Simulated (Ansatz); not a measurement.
## A computed series for TiPt3: pressure series

The reference is TiPt3 (space group P6_3/mmc, No. 194; a = 5.5196 Å, c = 8.9906 Å; a cell from a computed database, its experimental status unchecked).

Cell and atoms are relaxed at each pressure.

Level of theory: plane-wave PAW DFT at the PBEsol level (Ansatz, a program for electronic structure, 420 eV), no spin-orbit coupling.

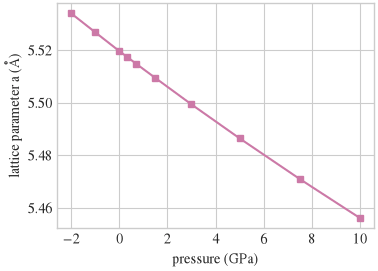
Lattice parameter a against pressure

| pressure (GPa) | lattice parameter a |
|---|---|
| -2 | 5.534 Å |
| -1 | 5.527 Å |
| 0.3 | 5.518 Å |
| 0.7 | 5.515 Å |
| 1.5 | 5.509 Å |
| 3 | 5.499 Å |
| 5 | 5.486 Å |
| 7.5 | 5.471 Å |
| 10 | 5.456 Å |

Load acts through the strain it causes; cell and atoms are relaxed under it. No phonon test of stability was made. Competing high-pressure phases were not computed. The final runs are not spin-polarised.
